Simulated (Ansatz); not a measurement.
**Rb2LiVO4 (Cmc2_1): spin-orbit coupling beyond the local functionals**

Wanted: gaps of Rb2LiVO4 (Cmc2_1) with and without spin-orbit coupling, with cost.

Main program and level: Ansatz 0.2.0; density functionals with and without spin-orbit coupling, plane waves, PAW.

**Experimental background.**

- Gap 3.8 eV: optical gap from diffuse reflectance; UV-vis-NIR diffuse reflectance; powder (polycrystalline, solid-state reaction) (“Growth, Properties, and Theoretical Analysis of M2LiVO4 (M = Rb, Cs) Crystals: Two Potential Mid-Infrared Nonlinear Optical Materials”, 2017, pmc:5432528).

In doubt: the elements are of a kind flagged for part-filled d or f shells, though by formal charges that shell is empty here, so the flag may not apply.

### 1. The structure

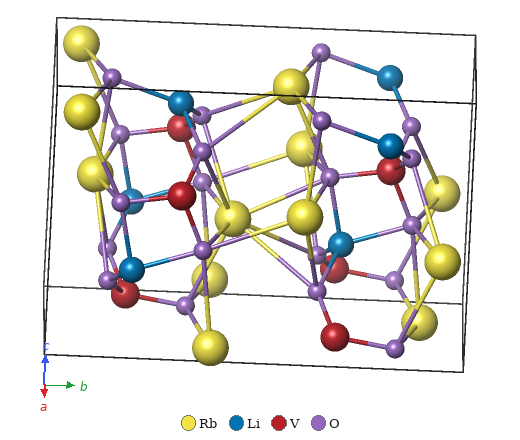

Start, viewed slightly off an axis; rubidium yellow, lithium blue, vanadium red, oxygen purple. This picture shows the conventional cell, with its axes. Some periodic images of atoms are drawn too.

The cell and positions come from the Crystallography Open Database and are kept as given unless a step says otherwise.

### 2. HSE06, 2×2×2 mesh

This step: DFT, HSE06, plane waves, PAW; PAW set soft_1.

Contents of input.yaml:

```yaml
crystal:
  lattice:
    - [2.9395, -5.8505, 0.0]
    - [2.9395, 5.8505, 0.0]
    - [0.0, 0.0, 7.933]
  atoms:
    - { symbol: Rb, position: [0.605, 0.395, 0.9488] }
    - { symbol: Rb, position: [0.395, 0.605, 0.4488] }
    - { symbol: Rb, position: [0.0617, 0.9383, 0.5932] }
    - { symbol: Rb, position: [0.9383, 0.0617, 0.0932] }
    - { symbol: Li, position: [0.1989, 0.8011, 0.1716] }
    - { symbol: Li, position: [0.8011, 0.1989, 0.6716] }
    - { symbol: V, position: [0.6905, 0.3095, 0.3894] }
    - { symbol: V, position: [0.3095, 0.6905, 0.8894] }
    - { symbol: O, position: [0.4087, 0.1191, 0.2817] }
    - { symbol: O, position: [0.5913, 0.8809, 0.7817] }
    - { symbol: O, position: [0.8809, 0.5913, 0.2817] }
    - { symbol: O, position: [0.1191, 0.4087, 0.7817] }
    - { symbol: O, position: [0.634, 0.366, 0.5887] }
    - { symbol: O, position: [0.366, 0.634, 0.0887] }
    - { symbol: O, position: [0.835, 0.165, 0.4236] }
    - { symbol: O, position: [0.165, 0.835, 0.9236] }
kpoints:
  mp_grid: { grid: [2, 2, 2] }
  band_path:
    path:
      - [0.0, 0.0, 0.0]
      - [-0.5, 0.5, 0.0]
      - [-0.68688959, 0.31311041, 0.0]
      - [-0.31311041, -0.31311041, 0.0]
      - [0.0, 0.0, -0.5]
      - [-0.31311041, -0.31311041, -0.5]
      - [-0.68688959, 0.31311041, -0.5]
      - [-0.5, 0.5, -0.5]
      - [-0.5, 0.0, 0.0]
    npoints: 1
hamiltonian:
  xc: hse06
  pseudopotentials: { kind: paw, azcp: { folder: soft_1 } }
scf:
  occupations: { method: fixed }
  n_extra_bands: 9
output:
  eigenvalues: true
```

Run with:

```sh
> ansatz run input.yaml --threads 24 --pin off --max-ram 82944MiB --backend cuda --events-out ev --progress --plain --runs-dir out --devices 1 --max-vram 78GiB
```

Numbers of over 12 decimals in the logs are rounded to 6 here.

Output:

```text
scf.n_extra_bands = 9 over 58 filled bands (N_el = 116.0): the run solves 67 bands
GPUs: using 1 of 1 available (devices: 1).
Engine: ansatz 0.2.0, aarch64-unknown-linux-gnu
Pseudopotentials: kind: paw
Pseudopotential: Rb, paw, valence charge 9, recommended cutoff 420 eV (normal), soft_1/Rb.paw.azcp
Pseudopotential: Li, paw, valence charge 3, recommended cutoff 420 eV (normal), soft_1/Li.paw.azcp
Pseudopotential: V, paw, valence charge 13, recommended cutoff 420 eV (normal), soft_1/V.paw.azcp
Pseudopotential: O, paw, valence charge 6, recommended cutoff 420 eV (normal), soft_1/O.paw.azcp
Functional definition: HSE06
  parameter a = 0.25
  parameter omega = 0.11/bohr
  exchange = pbe_x - a*pbe_x_sr(omega) + a*exact_x_sr(omega)
  correlation = pbe_c
davidson cushion auto → on  (no smearing: the cushion is to keep the highest requested band from converging to the state above it; pin scf.eigensolver.cushion to override)
[...]
Crystal: 16 atoms, lattice volume = 272.856 Å³
Basis set: ecut = 420 eV, 5345 PW (Γ)
Bands: 67, of which v1, the nominal top of the filled ones, is band 58 counted from 1 (57 counted from 0)
Symmetry: 4 space group operations
Space group: Cmc21 (ITA 36), of the structure as read, at distance tolerance 6.5e-5 Å
k-points: 6 of 8
Non-local potential: Rb, projectors of the file, l = 0: 3, l = 1: 2, l = 2: 2
Non-local potential: Li, projectors of the file, l = 0: 3, l = 1: 2, l = 2: 1
Non-local potential: V, projectors of the file, l = 0: 3, l = 1: 2, l = 2: 3, l = 3: 1
Non-local potential: O, projectors of the file, l = 0: 2, l = 1: 2, l = 2: 1
PAW form: soft (Blöchl's): semilocal exchange-correlation on the pseudo side does not see the compensation charge
PAW frozen core: Rb, regenerated for the run's functional, and the local potential with it (the file was generated under x = pbe(κ = 0.804, μ = 0.219515), c = pbe(β = 0.066725))
PAW frozen core: V, regenerated for the run's functional, and the local potential with it (the file was generated under x = pbe(κ = 0.804, μ = 0.219515), c = pbe(β = 0.066725))
PAW frozen core: O, regenerated for the run's functional, and the local potential with it (the file was generated under x = pbe(κ = 0.804, μ = 0.219515), c = pbe(β = 0.066725))
PAW one-centre angular grid: Rb, 110 points (default); XC on 64 Gauss nodes
PAW one-centre angular grid: Li, 110 points (default); XC on 160 Gauss nodes
PAW one-centre angular grid: V, 590 points (default); XC on 64 Gauss nodes
PAW one-centre angular grid: O, 110 points (default); XC on 96 Gauss nodes
Initial density: superposition of atomic densities (chi_scale 0.1, normalization cell, long waves kept (reshape's long-wave potential 0.04 eV rms))
Initial wavefunctions: pseudopotential atomic-orbital guess
[...]
Frozen-core exchange: fock
SCF iter   1: F=—  HF=-23864.769330 eV  |F-HF|=—  |Δ(HF+E_count)|=         —  Δρ=2.64e-4  dr2=2.63e-4  ethr=1.32e-6  ⟨swp⟩=3.0  Hψ=935  notcnv=0
[...]
iter 2 solved again at ethr=5.79e-9 eV; its pass at ethr=2.18e-7 eV (dr2=6.72e-6 eV) is discarded
SCF iter   2: F=—  HF=-23864.769288 eV  |F-HF|=—  |Δ(HF+E_count)|=   4.23e-5  Δρ=5.17e-5  dr2=7.05e-6  ethr=5.79e-9  ⟨swp⟩=4.3  Hψ=1976  notcnv=0
SCF iter   3: F=—  HF=-23864.769287 eV  |F-HF|=—  |Δ(HF+E_count)|=   6.93e-7  Δρ=1.73e-5  dr2=1.83e-6  ethr=5.36e-9  ⟨swp⟩=3.0  Hψ=914  notcnv=0
SCF iter   4: F=—  HF=-23864.769291 eV  |F-HF|=—  |Δ(HF+E_count)|=   3.69e-6  Δρ=1.00e-5  dr2=2.24e-7  ethr=8.72e-10  ⟨swp⟩=5.7  Hψ=1253  notcnv=0
SCF iter   5: F=-23864.769291 eV  HF=-23864.769291 eV  |F-HF|=1.06e-8  |Δ(HF+E_count)|=   4.46e-8  Δρ=2.69e-6  dr2=4.76e-8  ethr=1.52e-10  ⟨swp⟩=3.0  Hψ=1014  notcnv=0
SCF 3 converged in 5 iterations: F = -23864.769291 eV  dr2 = 4.76e-8
hybrid outer 2: dexx = +5.038e-6 eV, tail = 1.70e-7 eV, Δε = 7.63e-3 eV (about 2.59e-4 eV left of the loop's levels)
the search or the solves at the SCF's close seem to have found levels that the self-consistency loop had missed (the run counts 1). By its estimate they hold under 1e-12 electrons; where the run keeps them, the occupations were computed again with them
[...]
NSCF: frozen V_eff on 9 k-points
hybrid SCF converged: 2 outer / 13 inner (+7 warm-up), last move |dexx| = 5.04e-6 eV, tail = 1.70e-7 eV
Stability not checked: this state was not tested for a lower state beside it, because the functional holds exact exchange (a hybrid, or Hartree-Fock), whose exchange loop this test does not read (fock_operator; see scf.lower_state_search)
Free energy (F): -23864.769291 eV
Frozen-core exchange: fock
Harris-Foulkes:  -23864.769291 eV  (|F-HF|=1.06e-8)
Internal energy: -23864.769291 eV  (E = F + TS)
E sigma→0 (E₀):  -23864.769291 eV
Fermi energy:    2.966015 eV
--- Per-component energies (eV) ---
  E_band       = -1374.664514
  E_kinetic    = 2706.387834
  E_local      = -9915.141571  (includes V_loc(G=0)·N_el)
  E_nonlocal   = 1267.577095
  E_hartree    = 3662.680452
  E_xc         = -1064.102035
  E_vxc        = -1252.317616  (∫ρ·V_xc dr)
  E_exx        = -349.807725  (= α·E_x^exact, valence–valence)
  E_paw        = -13999.116711  (= ΣΔE_a)
  E_vpaw       = -806.920979  (= ΣTr[D̂ρ^β])
  E_aug_tail   = 0.008945  (compensation charges beyond the density's cutoff)
  E_ewald      = -6171.204530
  E_core_change = -2.051046  (= ΣΔE_core)
  E_smearing   = -0.000000  (= −TS)
  E_closure    = -0.000000  (closes the sum)
  Σ components = -23864.769291   (vs F -23864.769291, Δ=3.64e-12)
--- Band table (eV; the first three rows and the last of 6) ---
  k-point 0: bands = [... 54 lower, 2.6989, 2.7693, 2.8450, 2.9204, 8.6863, 8.7142, 8.7376, 8.8124]
  k-point 1: bands = [... 54 lower, 2.6365, 2.6365, 2.9134, 2.9134, 8.7277, 8.7277, 8.7959, 8.7959]
  k-point 2: bands = [... 54 lower, 2.6353, 2.6513, 2.6898, 2.7517, 8.5515, 8.7117, 8.8597, 8.9576]
  k-point 5: bands = [... 54 lower, 2.6371, 2.6371, 2.8683, 2.8683, 8.7320, 8.7320, 8.8221, 8.8221]
```

Elapsed: 7.5 s, on 1 × NVIDIA GB200 (shared by 2 runs) with 24 threads of Arm Neoverse V2, shared host; peak memory 1.5 GiB.

Reading the cycles: dr2 is the Hartree energy of the density residual (eV), the measure of convergence; HF is the Harris–Foulkes estimate of the energy, which meets the free energy F at convergence.

This step gave:

```yaml
gap: 5.585 eV
valence_top_at: Y
conduction_bottom_at: k = (-0.500, 0.000, 0.000)
least_direct_gap: 5.667 eV
exact_exchange_fraction: 0.25
```

The gap is indirect, with the least direct gap 0.08 eV higher.

### 3. HSE06+SOC, 2×2×2 mesh

The many-body steps leave out spin-orbit coupling, so its effect is taken from a two-component run, with twice the bands.

This step: DFT, HSE06 with spin-orbit coupling, plane waves, PAW; PAW set soft_1.

Changes to input.yaml since step 2:

```diff
@@ -38,6 +38,9 @@
   xc: hse06
-  pseudopotentials: { kind: paw, azcp: { folder: soft_1 } }
+  pseudopotentials: { kind: paw_fr, azcp: { folder: soft_1 } }
 scf:
   occupations: { method: fixed }
-  n_extra_bands: 9
+  n_extra_bands: 18
+magnetization:
+  noncollinear: true
+  spin_orbit: true
 output:
```

Output:

```text
[...]
GPUs: using 1 of 1 available (devices: 1).
[...]
non-collinear run that drives no moment, with spin-orbit: no starting moment large enough to seed its density (crystal.atoms[].spin), no starting occupations that ask for one, no magnetisation constraint and no magnetic field, so the semilocal B_xc is pinned to zero
[...]
Crystal: 16 atoms, lattice volume = 272.856 Å³
Basis set: ecut = 420 eV, 5345 PW (Γ)
Bands: 134, of which v1, the nominal top of the filled ones, is band 116 counted from 1 (115 counted from 0)
Symmetry: 4 space group operations + 4 with time reversal
[...]
k-points: 6 of 8
Projection manifold: j_resolved (fully-relativistic pseudo-atomic orbitals)
[...]
SCF iter   1: F=—  HF=-23862.650352 eV  |F-HF|=—  |Δ(HF+E_count)|=         —  Δρ=4.60e-2  dr2=5.37e0  dr2_m=0.00e0 (ungated)  ethr=1.00e-1  |M|=0.00e0 ∫|m|=0.00e0 μB  |m|>n=0.0e0 m-floor=0.0e0 τ_xc=0.0e0  β_m=0.30  ⟨swp⟩=4.0  Hψ=3014  notcnv=0
[...]
SCF iter   2: F=—  HF=-23861.827687 eV  |F-HF|=—  |Δ(HF+E_count)|=   8.23e-1  Δρ=2.78e-2  dr2=2.40e0  dr2_m=0.00e0 (ungated)  ethr=4.63e-3  |M|=0.00e0 ∫|m|=0.00e0 μB  |m|>n=0.0e0 m-floor=0.0e0 τ_xc=0.0e0  β_m=0.38  ⟨swp⟩=5.2  Hψ=2083  notcnv=0  defer=2
[...]
hybrid outer 1: dexx = +6.012e-2 eV, tail = 2.94e-4 eV
[...]
SCF 3 converged in 4 iterations: F = -23861.202860 eV  dr2 = 8.52e-8
[...]
```

Run time: 23 s. Hardware: 1 × NVIDIA GB200 (shared by 2 runs) with 24 threads; peak memory 2.6 GiB.

Numbers from this step:

| Quantity | Value |
| --- | --- |
| gap | 5.585 eV |
| valence top at | Y |
| conduction bottom at | k = (-0.500, 0.000, 0.000) |
| least direct gap | 5.667 eV |
| exact-exchange fraction | 0.25 |

The gap is that of HSE06.

### 4. Together

Times are wall times on 1 × NVIDIA GB200 (shared by 2 runs) with 24 threads of Arm Neoverse V2, shared host, good to a factor of about two.

| level | gap (eV) | with coupling (eV) | change (eV) | time | with coupling |
| --- | --- | --- | --- | --- | --- |
| HSE06 | 5.59 | 5.58 | −0.001 | 7.5 s | 23 s |

### 5. What came out

```json
{
 "HSE06": "5.59 eV",
 "HSE06+SOC": "5.58 eV"
}
```

In words: Spin-orbit coupling changes the gap by −0.001 eV and the least direct gap by −0.001 eV. Against experiment, by HSE06+SOC: the gap of 5.58 eV lies +1.78 eV from the measured 3.8 eV (optical, 2017). An exciton line or allowed optical edge lies below the quasiparticle gap by the binding energy; a forbidden edge can push the onset above it. The lattice is static and excitons are left out. The runs have no spin polarisation. For a closed low-spin shell that is the natural state; where a d or f shell is open it is a constraint, and the gap is then not the crystal's own.

[Paths, hosts, dates, memory and timing lines, banners, echoed tables and standing remarks are left out of the program output.]

[Logs are printed without paths, hosts, clocks, repeated set-up lines and the standing remarks that a program may print on its own settings, such as how far it seeks lower states.]

[Runs of the session that timed out or met a known fault of the program may be left out.]

[Cells called generated may have been cut or substituted from an entry of the Crystallography Open Database or the Materials Project.]

[Hosts, paths, dates, database ids (printed as entryN), source tags and the programs' standing remarks are cut or masked in the printed files.]
